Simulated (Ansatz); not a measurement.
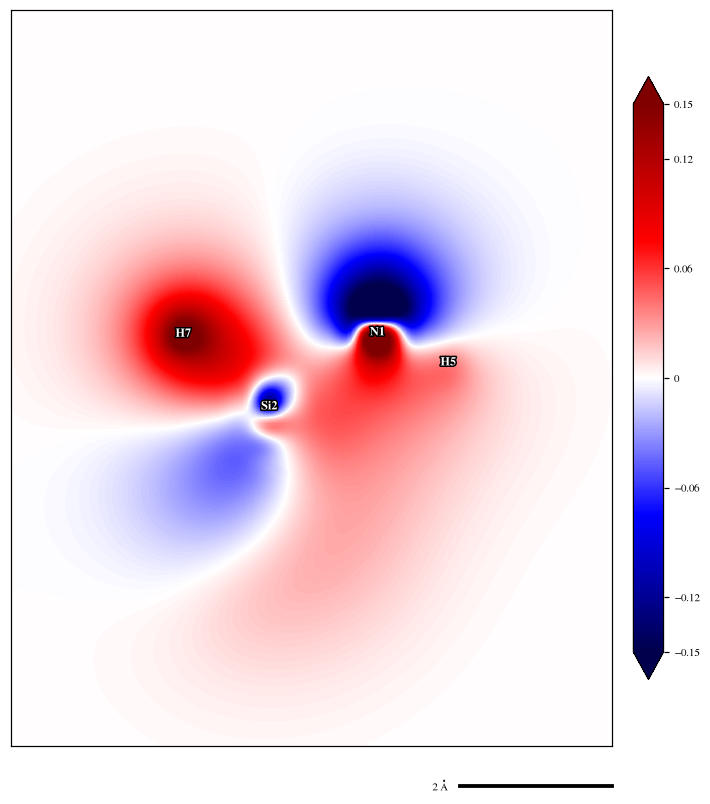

*H5NSSi (SMILES N[SiH2]S). The HOMO−1 on the plane of atoms N1, Si2 and H7 (values in Å⁻³ᐟ²; the overall sign is arbitrary).*

Geometry: PBE0-D4/def2-TZVP.

All numbers below come from RKS PBE0-D4/def2-TZVPP in Ansatz 0.2.0.

```xyz
8

N    -0.7547    0.5723   -1.0671
Si    0.4730    0.0272   -0.0159
S    -0.2977   -1.3388    1.4558
H    -0.8740    0.1496   -1.9718
H    -1.6081    0.9824   -0.7259
H     1.0932    1.1377    0.7502
H     1.4843   -0.6216   -0.8868
H     0.5760   -0.9659    2.4056
```

> Describe this orbital and give its energy.

By Hirshfeld shares it lies mainly on N1 (about 45 %), S3 (about 30 %) and Si2 (about 10 %); largely a combination of lone pairs on N1 and S3. Its energy is −7.78 eV.
